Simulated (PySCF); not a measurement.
Consider GeO (charge −1, doublet).

```xyz
2

Ge    0.0000    0.0000   -0.3021
O     0.0000    0.0000    1.3959
```

All numbers below come from PySCF 2.14.0, PBE0/aug-cc-pVDZ-DK/X2C, spin-free X2C-1e, Gaussian nucleus, at a bond length of 1.698 Å.

Question: What can the converged electron density, electron localisation function and spin density tell about the bonding?

Answer: Ge–O (1.70 Å): ρ at the midpoint is about 1.1 e/Å³; the ELF peaks at about 0.85 in the valence shell of O, 0.6 Å from its nucleus, and is about 0.25 at the midpoint.
The unpaired spin (1 electron) lies mostly on Ge1 (about 0.8) and O2 (about 0.2), in electrons by Hirshfeld's partition.

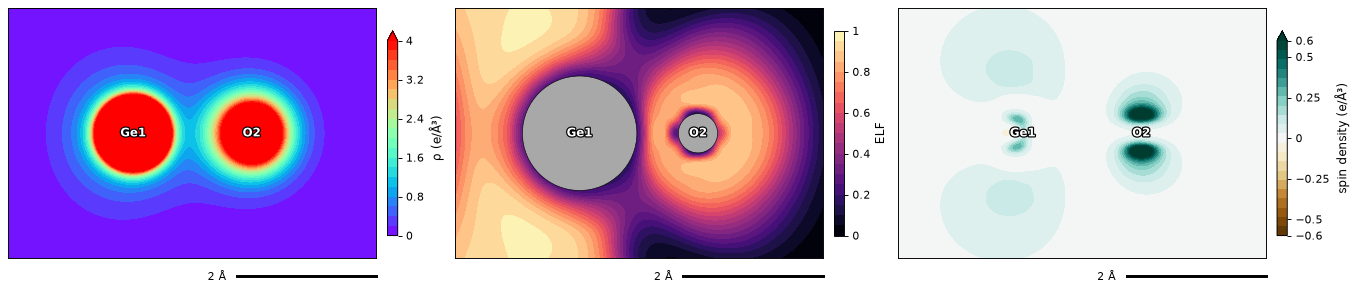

Computed electron density, electron localisation function and spin density on a plane that holds the molecular axis, in this order. Grey discs cover the atomic cores in the ELF map. 
